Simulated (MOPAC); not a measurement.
Geometry relaxation of CH6F2Si2 (charge +1) (part 3 of 4)

The same run, continued: CH6F2Si2, charge +1, multiplicity 2; PM6-D3, unrestricted, dispersion D3 (MOPAC 23.2.5). The starting geometry was optimised with PM6-D3.

Geometry of the input (Å):
```
C  -1.0516  1.2816  0.9565
Si 0.2522  0.0665  0.4528
Si 0.5906  -1.0807  -1.1259
F  -0.4099  -2.2741  -1.4124
F  0.9367  -0.3780  -2.5020
H  -2.0532  0.8234  1.0003
H  -0.8583  1.7150  1.9504
H  -1.1283  2.1264  0.2526
H  0.3470  -1.0856  1.4183
H  1.6162  0.7022  0.3918
H  1.8324  -1.6214  -0.5322
```

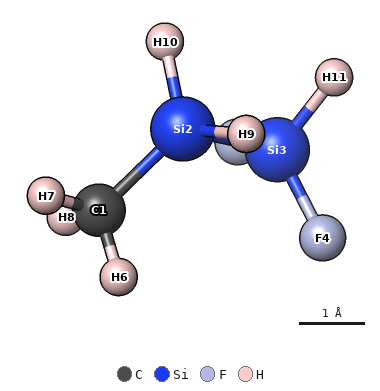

Fig. 1: The geometry at step 78 of the log (ball-and-stick view, seen at a tilt; atoms are numbered from 1 in the order of the input).

Trajectory as extended XYZ, continued:
```
11
Properties=species:S:1:pos:R:3:forces:R:3 step=56 energy=-0.45489
C    -1.0404    1.0594    0.6517    0.0096  -0.0092   0.0007
Si    0.4521    0.0247    0.6238    0.0002   0.0013   0.0000
Si    0.6251   -1.0881   -1.1053   -0.0086  -0.0039  -0.0131
F    -0.6290   -2.0164   -1.2328    0.0061  -0.0037   0.0088
F     0.8393   -0.1581   -2.3471   -0.0001   0.0070   0.0087
H    -2.0083    0.5115    0.6810   -0.0006   0.0016   0.0022
H    -1.0624    1.6977    1.5678   -0.0052   0.0022  -0.0033
H    -1.1635    1.7866   -0.1805    0.0090  -0.0009  -0.0011
H     0.4979   -1.1860    1.4850   -0.0037   0.0039  -0.0046
H     1.7646    0.6606    0.3113   -0.0047   0.0017   0.0016
H     1.8261   -1.8578   -0.7945   -0.0021   0.0000  -0.0001
11
Properties=species:S:1:pos:R:3:forces:R:3 step=58 energy=-0.45495
C    -1.0396    1.0541    0.6468    0.0033  -0.0037  -0.0017
Si    0.4561    0.0238    0.6255   -0.0011  -0.0001  -0.0008
Si    0.6225   -1.0873   -1.1061   -0.0046   0.0004  -0.0031
F    -0.6333   -2.0134   -1.2298    0.0031  -0.0046   0.0018
F     0.8403   -0.1538   -2.3448   -0.0047   0.0024   0.0040
H    -2.0065    0.5046    0.6775    0.0004   0.0012   0.0003
H    -1.0651    1.6966    1.5598   -0.0021   0.0024   0.0003
H    -1.1621    1.7777   -0.1887    0.0057   0.0001  -0.0009
H     0.5038   -1.1826    1.4915   -0.0026  -0.0003  -0.0015
H     1.7662    0.6637    0.3134    0.0005   0.0016   0.0020
H     1.8216   -1.8599   -0.7945    0.0021   0.0005  -0.0005
11
Properties=species:S:1:pos:R:3:forces:R:3 step=59 energy=-0.45498
C    -1.0390    1.0568    0.6482    0.0006  -0.0017  -0.0009
Si    0.4542    0.0234    0.6249    0.0000  -0.0003   0.0000
Si    0.6232   -1.0879   -1.1058   -0.0039  -0.0001  -0.0010
F    -0.6305   -2.0165   -1.2315    0.0027  -0.0057   0.0027
F     0.8384   -0.1535   -2.3443   -0.0030   0.0031   0.0017
H    -2.0071    0.5091    0.6784    0.0000   0.0013   0.0002
H    -1.0634    1.6985    1.5618   -0.0017   0.0012  -0.0007
H    -1.1601    1.7814   -0.1867    0.0056  -0.0002  -0.0008
H     0.5008   -1.1837    1.4900   -0.0026  -0.0008  -0.0011
H     1.7650    0.6610    0.3110    0.0018   0.0024   0.0026
H     1.8236   -1.8581   -0.7933    0.0006   0.0007  -0.0027
11
Properties=species:S:1:pos:R:3:forces:R:3 step=61 energy=-0.45505
C    -1.0373    1.0604    0.6483   -0.0042   0.0007  -0.0002
Si    0.4526    0.0227    0.6245    0.0036   0.0004   0.0011
Si    0.6230   -1.0886   -1.1052   -0.0017  -0.0015  -0.0009
F    -0.6261   -2.0226   -1.2340    0.0007  -0.0054   0.0056
F     0.8336   -0.1513   -2.3422    0.0003   0.0034  -0.0020
H    -2.0066    0.5152    0.6772   -0.0020   0.0015  -0.0003
H    -1.0606    1.7012    1.5625   -0.0016   0.0014  -0.0008
H    -1.1557    1.7863   -0.1858    0.0052  -0.0013  -0.0009
H     0.4950   -1.1858    1.4878   -0.0020  -0.0030   0.0000
H     1.7652    0.6572    0.3118    0.0032   0.0033   0.0036
H     1.8267   -1.8538   -0.7923   -0.0016   0.0005  -0.0052
11
Properties=species:S:1:pos:R:3:forces:R:3 step=63 energy=-0.45525
C    -1.0324    1.0516    0.6322   -0.0016   0.0019   0.0008
Si    0.4643    0.0216    0.6303    0.0024  -0.0005   0.0007
Si    0.6161   -1.0867   -1.1051    0.0031  -0.0010  -0.0036
F    -0.6325   -2.0223   -1.2288    0.0005  -0.0010   0.0047
F     0.8255   -0.1399   -2.3349   -0.0034   0.0004  -0.0024
H    -1.9980    0.5000    0.6584   -0.0091   0.0028  -0.0002
H    -1.0659    1.6985    1.5420    0.0005  -0.0001  -0.0004
H    -1.1498    1.7724   -0.2065    0.0067  -0.0024  -0.0010
H     0.4965   -1.1863    1.4947   -0.0011  -0.0039   0.0008
H     1.7782    0.6616    0.3419    0.0008   0.0017   0.0020
H     1.8233   -1.8504   -0.7994    0.0011   0.0021  -0.0013
11
Properties=species:S:1:pos:R:3:forces:R:3 step=65 energy=-0.45545
C    -1.0265    1.0589    0.6260   -0.0044  -0.0026   0.0006
Si    0.4628    0.0179    0.6324    0.0065   0.0009  -0.0007
Si    0.6157   -1.0887   -1.1043    0.0019   0.0027  -0.0004
F    -0.6225   -2.0375   -1.2308    0.0018   0.0010   0.0079
F     0.8080   -0.1290   -2.3272    0.0023  -0.0044  -0.0059
H    -1.9965    0.5149    0.6463   -0.0082   0.0031   0.0002
H    -1.0596    1.7055    1.5358    0.0000   0.0014   0.0021
H    -1.1341    1.7812   -0.2128    0.0088  -0.0042  -0.0008
H     0.4814   -1.1931    1.4935   -0.0019  -0.0037  -0.0023
H     1.7827    0.6505    0.3565   -0.0021   0.0024   0.0031
H     1.8331   -1.8398   -0.8065   -0.0047   0.0034  -0.0038
11
Properties=species:S:1:pos:R:3:forces:R:3 step=67 energy=-0.45542
C    -1.0266    1.0584    0.6254    0.0407   0.0118  -0.0003
Si    0.4650    0.0182    0.6341   -0.0361   0.0079  -0.0121
Si    0.6134   -1.0874   -1.1060   -0.0003   0.0124   0.0333
F    -0.6214   -2.0397   -1.2278   -0.0193  -0.0087  -0.0005
F     0.8073   -0.1296   -2.3278   -0.0045   0.0184  -0.0305
H    -1.9966    0.5161    0.6425   -0.0174  -0.0049   0.0054
H    -1.0617    1.7083    1.5338    0.0002  -0.0175  -0.0097
H    -1.1292    1.7802   -0.2146    0.0034  -0.0035  -0.0006
H     0.4764   -1.1994    1.4857    0.0038  -0.0064   0.0041
H     1.7848    0.6529    0.3691    0.0045   0.0043   0.0042
H     1.8318   -1.8341   -0.8121    0.0248  -0.0138   0.0067
11
Properties=species:S:1:pos:R:3:forces:R:3 step=69 energy=-0.45546
C    -1.0251    1.0628    0.6266   -0.0429  -0.0124  -0.0004
Si    0.4601    0.0182    0.6306    0.0326  -0.0057   0.0103
Si    0.6180   -1.0892   -1.1035    0.0008  -0.0080  -0.0303
F    -0.6193   -2.0413   -1.2286    0.0173   0.0096   0.0081
F     0.8037   -0.1288   -2.3282    0.0001  -0.0184   0.0190
H    -1.9972    0.5205    0.6454    0.0079   0.0129  -0.0044
H    -1.0582    1.7059    1.5386    0.0013   0.0113   0.0054
H    -1.1306    1.7871   -0.2108    0.0089  -0.0022   0.0020
H     0.4727   -1.2016    1.4806   -0.0054  -0.0034  -0.0011
H     1.7833    0.6487    0.3675   -0.0034   0.0008  -0.0015
H     1.8391   -1.8382   -0.8108   -0.0172   0.0154  -0.0070
11
Properties=species:S:1:pos:R:3:forces:R:3 step=71 energy=-0.45565
C    -1.0229    1.0625    0.6220   -0.0022  -0.0017  -0.0011
Si    0.4638    0.0176    0.6336    0.0006  -0.0009  -0.0012
Si    0.6147   -1.0881   -1.1047    0.0025   0.0011   0.0015
F    -0.6173   -2.0463   -1.2259   -0.0009   0.0029   0.0022
F     0.7977   -0.1254   -2.3260   -0.0033  -0.0008  -0.0037
H    -1.9950    0.5220    0.6360   -0.0057   0.0031   0.0002
H    -1.0596    1.7089    1.5320    0.0022  -0.0020   0.0004
H    -1.1227    1.7862   -0.2167    0.0068  -0.0020  -0.0005
H     0.4652   -1.2090    1.4742   -0.0004  -0.0020   0.0021
H     1.7886    0.6497    0.3882   -0.0033  -0.0005  -0.0006
H     1.8398   -1.8299   -0.8175    0.0037   0.0027   0.0007
11
Properties=species:S:1:pos:R:3:forces:R:3 step=73 energy=-0.45569
C    -1.0212    1.0650    0.6203   -0.0057  -0.0036  -0.0014
Si    0.4629    0.0165    0.6340    0.0043  -0.0023   0.0007
Si    0.6155   -1.0884   -1.1046    0.0011   0.0015  -0.0038
F    -0.6140   -2.0503   -1.2247    0.0022   0.0035   0.0023
F     0.7918   -0.1233   -2.3253   -0.0017  -0.0046   0.0025
H    -1.9952    0.5277    0.6319   -0.0026   0.0030  -0.0008
H    -1.0578    1.7105    1.5309    0.0020   0.0004   0.0022
H    -1.1171    1.7898   -0.2179    0.0069  -0.0022   0.0000
H     0.4581   -1.2146    1.4691   -0.0005   0.0012   0.0002
H     1.7899    0.6471    0.3982   -0.0052  -0.0019  -0.0016
H     1.8446   -1.8257   -0.8213   -0.0008   0.0051  -0.0001
11
Properties=species:S:1:pos:R:3:forces:R:3 step=74 energy=-0.45571
C    -1.0179    1.0705    0.6178   -0.0034  -0.0059  -0.0028
Si    0.4599    0.0131    0.6355    0.0023  -0.0016   0.0000
Si    0.6171   -1.0883   -1.1049   -0.0044   0.0019  -0.0049
F    -0.6059   -2.0592   -1.2225    0.0028   0.0029  -0.0003
F     0.7797   -0.1194   -2.3245    0.0031  -0.0067   0.0080
H    -1.9969    0.5423    0.6241    0.0034   0.0002  -0.0018
H    -1.0529    1.7149    1.5290    0.0004   0.0032   0.0051
H    -1.1030    1.7971   -0.2202    0.0032  -0.0015   0.0005
H     0.4440   -1.2255    1.4606    0.0002   0.0050  -0.0016
H     1.7907    0.6405    0.4150   -0.0036  -0.0021  -0.0023
H     1.8540   -1.8150   -0.8283   -0.0040   0.0045  -0.0001
11
Properties=species:S:1:pos:R:3:forces:R:3 step=76 energy=-0.45575
C    -1.0195    1.0680    0.6194   -0.0002  -0.0015  -0.0009
Si    0.4606    0.0138    0.6351   -0.0007  -0.0011   0.0001
Si    0.6162   -1.0878   -1.1050   -0.0021   0.0017  -0.0008
F    -0.6088   -2.0554   -1.2237   -0.0001  -0.0001   0.0000
F     0.7854   -0.1213   -2.3254   -0.0001  -0.0019   0.0017
H    -1.9971    0.5376    0.6280   -0.0001   0.0000  -0.0009
H    -1.0540    1.7132    1.5303   -0.0001   0.0003   0.0016
H    -1.1077    1.7935   -0.2191    0.0024   0.0003  -0.0002
H     0.4509   -1.2195    1.4670    0.0004   0.0005   0.0002
H     1.7890    0.6426    0.4041   -0.0001   0.0002  -0.0012
H     1.8494   -1.8185   -0.8239    0.0007   0.0016   0.0004
11
Properties=species:S:1:pos:R:3:forces:R:3 step=78 energy=-0.45575
C    -1.0185    1.0682    0.6181    0.0009   0.0005   0.0001
Si    0.4607    0.0127    0.6361   -0.0002   0.0002  -0.0003
Si    0.6153   -1.0873   -1.1050   -0.0003  -0.0009   0.0008
F    -0.6075   -2.0574   -1.2241   -0.0017   0.0008   0.0001
F     0.7833   -0.1198   -2.3247    0.0000  -0.0005  -0.0005
H    -1.9970    0.5395    0.6258    0.0003  -0.0004  -0.0004
H    -1.0526    1.7138    1.5288   -0.0012  -0.0010  -0.0001
H    -1.1043    1.7935   -0.2209    0.0006   0.0011   0.0001
H     0.4499   -1.2195    1.4692    0.0007   0.0000   0.0000
H     1.7892    0.6413    0.4051   -0.0001   0.0002  -0.0001
H     1.8499   -1.8154   -0.8232    0.0009   0.0001   0.0003
11
Properties=species:S:1:pos:R:3:forces:R:3 step=80 energy=-0.45575
C    -1.0190    1.0678    0.6185   -0.0003  -0.0005  -0.0005
Si    0.4609    0.0132    0.6357    0.0004  -0.0005   0.0005
Si    0.6155   -1.0875   -1.1050   -0.0007   0.0006  -0.0010
F    -0.6085   -2.0562   -1.2240   -0.0004   0.0002   0.0004
F     0.7845   -0.1205   -2.3250   -0.0002  -0.0015   0.0010
H    -1.9969    0.5380    0.6266    0.0003   0.0003  -0.0005
H    -1.0534    1.7132    1.5293   -0.0009  -0.0003   0.0007
H    -1.1060    1.7932   -0.2202    0.0017   0.0006   0.0000
H     0.4510   -1.2190    1.4689    0.0005   0.0004  -0.0002
H     1.7892    0.6421    0.4043   -0.0007   0.0000  -0.0004
H     1.8494   -1.8169   -0.8231    0.0003   0.0008   0.0002
11
Properties=species:S:1:pos:R:3:forces:R:3 step=82 energy=-0.45575
C    -1.0186    1.0680    0.6180    0.0005   0.0003   0.0000
Si    0.4608    0.0128    0.6361    0.0001   0.0002  -0.0002
Si    0.6152   -1.0872   -1.1050   -0.0004  -0.0008   0.0003
F    -0.6079   -2.0570   -1.2240   -0.0013   0.0009   0.0003
F     0.7836   -0.1200   -2.3248    0.0001  -0.0007  -0.0002
H    -1.9969    0.5389    0.6257    0.0003  -0.0002  -0.0004
H    -1.0529    1.7135    1.5288   -0.0012  -0.0009   0.0001
H    -1.1046    1.7933   -0.2208    0.0008   0.0009   0.0001
H     0.4504   -1.2192    1.4694    0.0007   0.0001   0.0000
H     1.7892    0.6416    0.4049   -0.0003   0.0001  -0.0002
H     1.8497   -1.8157   -0.8230    0.0006   0.0002   0.0002
11
Properties=species:S:1:pos:R:3:forces:R:3 step=84 energy=-0.45575
C    -1.0190    1.0676    0.6183   -0.0006  -0.0006  -0.0005
Si    0.4611    0.0133    0.6357    0.0010  -0.0003   0.0002
Si    0.6155   -1.0874   -1.1050    0.0000  -0.0001  -0.0012
F    -0.6087   -2.0559   -1.2239   -0.0015   0.0017   0.0005
F     0.7846   -0.1205   -2.3251    0.0006  -0.0021   0.0010
H    -1.9968    0.5376    0.6263    0.0003   0.0000  -0.0004
H    -1.0536    1.7128    1.5293   -0.0009  -0.0001   0.0011
H    -1.1061    1.7931   -0.2203    0.0014   0.0007  -0.0001
H     0.4513   -1.2189    1.4690    0.0005   0.0005  -0.0002
H     1.7893    0.6424    0.4045   -0.0009  -0.0001  -0.0006
H     1.8493   -1.8169   -0.8230    0.0000   0.0005   0.0001
11
Properties=species:S:1:pos:R:3:forces:R:3 step=86 energy=-0.45575
C    -1.0193    1.0672    0.6185   -0.0014  -0.0010  -0.0009
Si    0.4613    0.0136    0.6356    0.0013  -0.0010   0.0007
Si    0.6156   -1.0875   -1.1049   -0.0009   0.0013  -0.0023
F    -0.6095   -2.0550   -1.2237    0.0002   0.0004   0.0005
F     0.7854   -0.1209   -2.3253   -0.0002  -0.0023   0.0021
H    -1.9968    0.5364    0.6265    0.0004   0.0005  -0.0006
H    -1.0543    1.7122    1.5295   -0.0007   0.0003   0.0015
H    -1.1071    1.7927   -0.2200    0.0022   0.0003   0.0000
H     0.4521   -1.2186    1.4689    0.0003   0.0008  -0.0003
H     1.7893    0.6430    0.4041   -0.0011  -0.0002  -0.0008
H     1.8489   -1.8179   -0.8230   -0.0002   0.0011   0.0002
11
Properties=species:S:1:pos:R:3:forces:R:3 step=87 energy=-0.45575
C    -1.0191    1.0673    0.6183   -0.0006  -0.0007  -0.0004
Si    0.4612    0.0133    0.6357    0.0010  -0.0005   0.0003
Si    0.6155   -1.0874   -1.1050   -0.0005   0.0005  -0.0014
F    -0.6090   -2.0556   -1.2238   -0.0001   0.0003   0.0004
F     0.7849   -0.1206   -2.3251   -0.0002  -0.0016   0.0012
H    -1.9968    0.5371    0.6261    0.0001   0.0002  -0.0006
H    -1.0539    1.7125    1.5293   -0.0008   0.0000   0.0012
H    -1.1063    1.7929   -0.2202    0.0017   0.0007  -0.0003
H     0.4517   -1.2188    1.4691    0.0004   0.0005  -0.0001
H     1.7893    0.6427    0.4044   -0.0008  -0.0003  -0.0006
H     1.8491   -1.8171   -0.8230   -0.0001   0.0009   0.0002
11
Properties=species:S:1:pos:R:3:forces:R:3 step=89 energy=-0.45575
C    -1.0186    1.0675    0.6177    0.0002   0.0004   0.0000
Si    0.4612    0.0127    0.6362    0.0002   0.0003  -0.0003
Si    0.6151   -1.0871   -1.1050   -0.0002  -0.0010   0.0002
F    -0.6083   -2.0566   -1.2238   -0.0009   0.0007   0.0004
F     0.7838   -0.1200   -2.3250    0.0001  -0.0005  -0.0002
H    -1.9968    0.5383    0.6248    0.0004   0.0000  -0.0003
H    -1.0534    1.7127    1.5288   -0.0012  -0.0009   0.0000
H    -1.1043    1.7931   -0.2209    0.0007   0.0008   0.0003
H     0.4511   -1.2190    1.4700    0.0006   0.0002   0.0000
H     1.7893    0.6420    0.4050    0.0000   0.0001  -0.0001
H     1.8495   -1.8154   -0.8226    0.0002  -0.0001   0.0001
11
Properties=species:S:1:pos:R:3:forces:R:3 step=91 energy=-0.45576
C    -1.0192    1.0667    0.6181   -0.0010  -0.0008  -0.0008
Si    0.4615    0.0133    0.6358    0.0009  -0.0005   0.0005
Si    0.6153   -1.0872   -1.1050   -0.0005   0.0011  -0.0015
F    -0.6097   -2.0548   -1.2235    0.0005  -0.0003   0.0004
F     0.7853   -0.1208   -2.3253   -0.0004  -0.0016   0.0015
H    -1.9967    0.5362    0.6255    0.0004   0.0006  -0.0006
H    -1.0545    1.7116    1.5292   -0.0009   0.0000   0.0012
H    -1.1064    1.7925   -0.2203    0.0018   0.0004   0.0000
H     0.4527   -1.2183    1.4700    0.0002   0.0006  -0.0002
H     1.7893    0.6431    0.4040   -0.0006  -0.0001  -0.0005
H     1.8488   -1.8172   -0.8224   -0.0005   0.0006  -0.0001
11
Properties=species:S:1:pos:R:3:forces:R:3 step=93 energy=-0.45576
C    -1.0185    1.0672    0.6175    0.0004   0.0004   0.0001
Si    0.4614    0.0126    0.6364   -0.0001   0.0004  -0.0004
Si    0.6148   -1.0869   -1.1051   -0.0004  -0.0009   0.0012
F    -0.6085   -2.0564   -1.2237    0.0000  -0.0007   0.0003
F     0.7838   -0.1201   -2.3251   -0.0006   0.0008  -0.0011
H    -1.9968    0.5380    0.6239    0.0001   0.0002  -0.0004
H    -1.0538    1.7121    1.5288   -0.0013  -0.0010  -0.0002
H    -1.1036    1.7931   -0.2210    0.0006   0.0010   0.0004
H     0.4516   -1.2188    1.4706    0.0004   0.0001   0.0002
H     1.7892    0.6423    0.4049    0.0006   0.0000   0.0001
H     1.8493   -1.8150   -0.8222    0.0003  -0.0004   0.0000
11
Properties=species:S:1:pos:R:3:forces:R:3 step=95 energy=-0.45576
C    -1.0184    1.0672    0.6174    0.0009   0.0009   0.0008
Si    0.4614    0.0125    0.6364   -0.0002   0.0010  -0.0005
Si    0.6147   -1.0868   -1.1051    0.0005  -0.0016   0.0012
F    -0.6085   -2.0566   -1.2237   -0.0006   0.0000   0.0004
F     0.7836   -0.1200   -2.3251   -0.0002   0.0007  -0.0013
H    -1.9967    0.5382    0.6231   -0.0001  -0.0001  -0.0002
H    -1.0539    1.7117    1.5289   -0.0014  -0.0014  -0.0007
H    -1.1031    1.7935   -0.2208    0.0003   0.0010   0.0002
H     0.4517   -1.2187    1.4708    0.0004  -0.0001   0.0003
H     1.7893    0.6423    0.4050    0.0006   0.0002   0.0002
H     1.8494   -1.8144   -0.8219   -0.0003  -0.0007  -0.0003
11
Properties=species:S:1:pos:R:3:forces:R:3 step=97 energy=-0.45576
C    -1.0201    1.0627    0.6168   -0.0064  -0.0038  -0.0020
Si    0.4649    0.0151    0.6354    0.0034  -0.0008   0.0019
Si    0.6149   -1.0870   -1.1048   -0.0008   0.0048  -0.0057
F    -0.6157   -2.0486   -1.2204    0.0073  -0.0010   0.0014
F     0.7885   -0.1235   -2.3269   -0.0008  -0.0032   0.0044
H    -1.9953    0.5274    0.6122    0.0013   0.0041  -0.0012
H    -1.0656    1.6980    1.5341    0.0005   0.0010   0.0021
H    -1.1045    1.7962   -0.2152    0.0031  -0.0027   0.0022
H     0.4609   -1.2153    1.4715   -0.0017   0.0030  -0.0008
H     1.7904    0.6492    0.4030   -0.0003  -0.0005  -0.0017
H     1.8471   -1.8190   -0.8206   -0.0057  -0.0009  -0.0008
11
Properties=species:S:1:pos:R:3:forces:R:3 step=99 energy=-0.45574
C    -1.0176    1.0681    0.6166    0.0046   0.0039   0.0043
Si    0.4609    0.0114    0.6372   -0.0027   0.0034  -0.0019
Si    0.6143   -1.0864   -1.1052    0.0010  -0.0051   0.0040
F    -0.6064   -2.0591   -1.2242   -0.0033   0.0012   0.0002
F     0.7813   -0.1185   -2.3244    0.0002   0.0026  -0.0042
H    -1.9971    0.5416    0.6229    0.0001  -0.0013  -0.0002
H    -1.0517    1.7141    1.5274   -0.0021  -0.0047  -0.0043
H    -1.1000    1.7934   -0.2227   -0.0017   0.0025  -0.0002
H     0.4495   -1.2194    1.4719    0.0009  -0.0018   0.0010
H     1.7891    0.6404    0.4063    0.0017   0.0006   0.0009
H     1.8501   -1.8122   -0.8226    0.0013  -0.0013   0.0004
```
